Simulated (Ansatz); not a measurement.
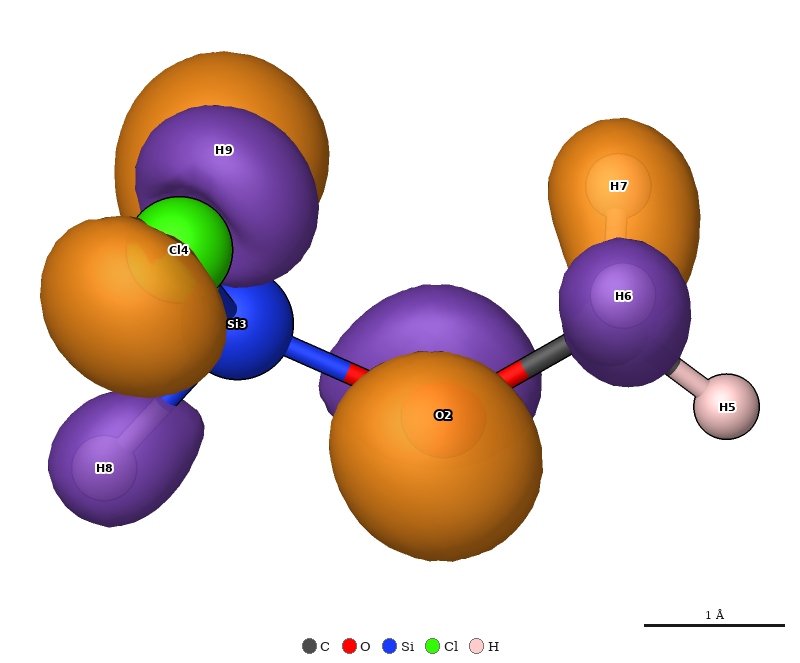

*CH$_{5}$ClOSi. The HOMO at ±0.15 Å⁻³ᐟ² (orange and purple are the two phases), seen from one side.*

Geometry: PBE0-D4/def2-TZVP.

These are results of isolated molecule in a Gaussian basis; Kohn-Sham density functional theory, functional wB97X (Ansatz 0.2.0), not measurements.

Input

```
crystal:
  periodic: [false, false, false]
  atoms:
    - symbol: C
      position_ang: [-0.841000, 0.987400, 0.447000]
    - symbol: O
      position_ang: [0.418200, 0.685500, -0.117200]
    - symbol: Si
      position_ang: [0.891200, -0.804900, -0.562600]
    - symbol: Cl
      position_ang: [0.958100, -2.072600, 1.056300]
    - symbol: H
      position_ang: [-0.939900, 2.072400, 0.489700]
    - symbol: H
      position_ang: [-0.920800, 0.584000, 1.460600]
    - symbol: H
      position_ang: [-1.659100, 0.583600, -0.159700]
    - symbol: H
      position_ang: [2.251500, -0.671700, -1.115300]
    - symbol: H
      position_ang: [-0.069600, -1.410100, -1.515800]
basis:
  gaussian:
    orbitals: 6-31++G_st__st_-spherical.json
    fitting:
      mean_field: def2-universal-jkfit
hamiltonian:
  xc: {name: wB97X}
  dispersion: {method: d3bj, functional: pbe}
accuracy: low
output:
  forces: true
  orbitals: {seedname: orbitals}
```

Launched as:

```sh
ansatz run in.yaml --threads 1 --pin off --max-ram 2610MiB --events-out events.jsonl --progress --plain --runs-dir runs
```

> What is the character of this orbital?

Its weight (Hirshfeld) is mainly on O2 (about 35 %), Cl4 (about 20 %), Si3 (about 15 %), H9 (about 10 %) and C1 (about 10 %). Its energy is −11.15 eV.
